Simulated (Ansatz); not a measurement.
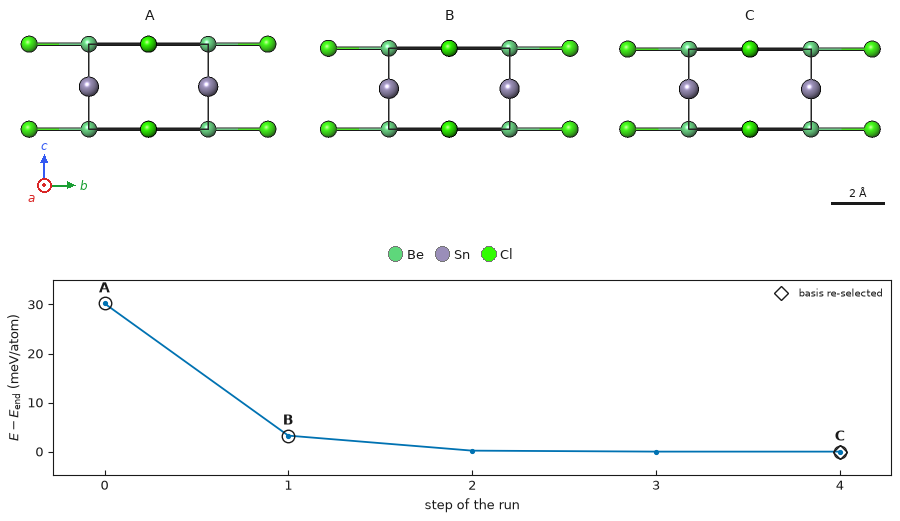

Frames of a relaxation of solid Be₂SnCl (a generated structure, set up in P4/mmm) (coarse preliminary run), marked on the history of the run. The picture is a ball-and-stick view of the cell of the calculation, seen along the a axis.

Level of theory: Ansatz 0.2.0, DFT PBE, scalar-relativistic, plane waves, PAW. (plane-wave cutoff 420 eV; k-point mesh 4 × 4 × 6; occupations gaussian; smearing width 0.1 eV; no spin polarisation; cell and atoms relaxed; force threshold 0.04 eV/Å; at most 70 steps)

> Describe the path.

The energy falls by 30.2 meV per atom in 3 accepted moves (4 points after the start). All forces vanish by symmetry, so only the cell relaxes. The pressure goes from 0.02 to −0.03 GPa. The SCF was repeated once at an unchanged geometry on a basis and grid sized afresh for the cell, which shifted the energy by less than 0.05 meV per atom at most. No atom moves by more than 0.005 Å relative to the cell. Cell: a = b 4.515 → 4.627 Å (+2.5 %), c 3.219 → 3.033 Å (−5.8 %). Volume −1.1 %. Among the contacts that change: Be–Cl 2.258 → 2.313 Å. The space group stays P4/mmm (No. 123). From step 0 to 1: volume −2.6 %, energy −26.9 meV per atom. From step 1 to 4: volume +1.5 %, energy −3.3 meV per atom.

| step | E − E(0), meV/atom | pressure, GPa | volume, Å³/atom | note |
| --- | --- | --- | --- | --- |
| 0 | 0.00 | 0.02 | 16.405 |  |
| 1 | -26.94 | 1.18 | 15.986 |  |
| 2 | -30.01 | 0.54 | 16.095 |  |
| 3 | -30.20 | -0.03 | 16.232 |  |
| 4 | -30.21 | -0.03 | 16.232 | same geometry, new basis |
